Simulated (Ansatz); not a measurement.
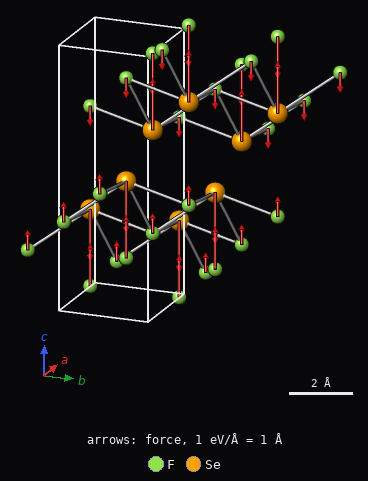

Starting geometry of crystalline SeF₂ (a generated structure, set up in P4/nmm) with the computed forces as red arrows. The picture is a ball-and-stick view of the cell of the calculation, repeated 2 × 2 × 1 with one cell outlined, seen from a free direction.

The start is a swapped structure.

These are results of DFT, PAW plane waves, r2SCAN (Ansatz), not measurements. Set-up: plane-wave cutoff 500 eV; k-point mesh 9 × 9 × 3; occupations fermi dirac; smearing width 0.0462 eV; no spin polarisation; cell and atoms relaxed; force threshold 0.03 eV/Å; at most 80 steps.

Q: Is this structure relaxed? If not, where do the atoms go?

A: It isn't relaxed: the largest force vector, on Se atoms, is 1.80 eV/Å. The final displacements have little in common with the starting forces (cosine between the two patterns −0.19). The largest moves relative to the cell, 0.80 Å, are those of Se atoms. By element the largest moves are Se 0.80 Å, F 0.76 Å. The drawn cell changes as follows: a = b 3.097 → 3.814 Å (+23.2 %), c 9.022 → 6.026 Å (−33.2 %); the volume changes by +1.3 %. Near-neighbour distances that change, for instance: F–Se 3.508 → 1.789 Å, F–Se 2.606 → 1.789 Å, F–Se 2.450 → 3.236 Å, Se–Se 3.097 → 3.814 Å. New bonds form: F–Se (3.51 → 1.79 Å), Se–Se (3.26 → 2.70 Å). The space group (tolerance 0.01 Å) goes from P4/nmm (No. 129) to P4/mmm (No. 123). The energy falls by 1380 meV per atom in 19 accepted moves (21 points after the start). With the target pressure of 5 GPa, the enthalpy E + pV changes by −1374 meV per atom. The largest force component goes from 1.8 to 0.00033 eV/Å. Pressure: −9.35 GPa at the start and 4.98 GPa at the end. The SCF was repeated twice at an unchanged geometry on a basis and grid sized afresh for the cell, which shifted the energy by 23.2 meV per atom at most.
